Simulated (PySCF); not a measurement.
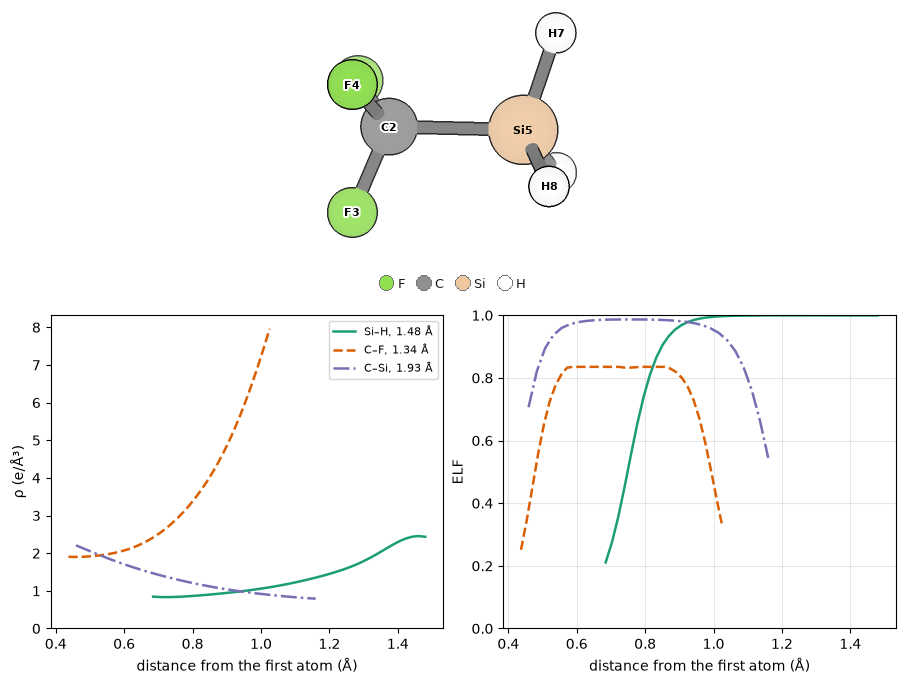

CH₃F₃Si (H3SiCF3). Electron density and electron localisation function along straight lines between neighbouring atoms. The curves leave out the atomic cores. The structure is drawn too.

Geometry: PBE0-D3(BJ)/def2-TZVP.

The calculation used PySCF 2.14.0, PBE0/pcSseg-2, SCF density, gas phase, non-relativistic.

```xyz
8

F     1.2171   -0.0986   -1.4826
C     0.9319   -0.0740   -0.1687
F     1.6128    0.9589    0.3597
F     1.4478   -1.1963    0.3640
Si   -0.9673    0.0721    0.1606
H    -1.4412    1.2941   -0.5272
H    -1.6051   -1.1451   -0.3896
H    -1.1508    0.1671    1.6261
```

Compare the contacts.

Answer. Si–H (1.48 Å): the density is about 0.84 e/Å³ at the midpoint; the ELF climbs to about 1 towards the hydrogen, as it does in any bond to H.
C–F (1.34 Å): ρ is about 2.4 e/Å³ halfway, with its minimum of 1.9 e/Å³ about 0.5 Å from C; the ELF peaks at about 0.85 between the atoms, as expected for a polar covalent bond.
C–Si (1.93 Å): ρ is about 0.95 e/Å³ halfway; the ELF peaks at about 1 between the atoms; a covalent bond.
